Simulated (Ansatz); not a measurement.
System KP3Ru (space group Pm-3m, No. 221); source of the atomic positions: coordinates from a relaxation with DFT PBE, scalar-relativistic, plane waves, PAW in Ansatz 0.2.0; the starting structure was generated, so it need not be a known form of this composition.

```
CELL_PARAMETERS angstrom
5.03230 0.00000 0.00000
0.00000 5.03230 0.00000
0.00000 0.00000 5.03230
ATOMIC_POSITIONS crystal
K 0.50000 0.50000 0.50000
P 0.00000 0.50000 0.50000
P 0.50000 0.50000 0.00000
P 0.50000 0.00000 0.50000
Ru 0.00000 0.00000 0.00000
```

Describe how the polyhedra about Ru are linked (bonds: P–Ru below 4 Å).

Ru: RuP12 cuboctahedron, sharing corners with twelve neighbours and faces with six neighbours.

They form a three-dimensional framework of corner- and face-sharing cuboctahedra.

Centre to centre across a shared corner: 7.12 Å; across a shared face: 5.03 Å.

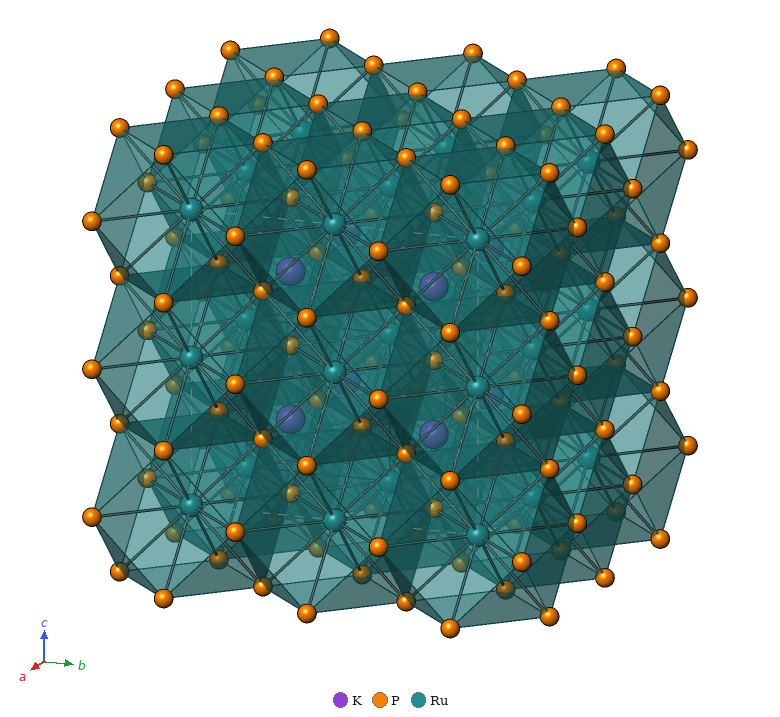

Polyhedra are drawn about Ru (bonds: P–Ru below 4 Å); other atoms are plain spheres.
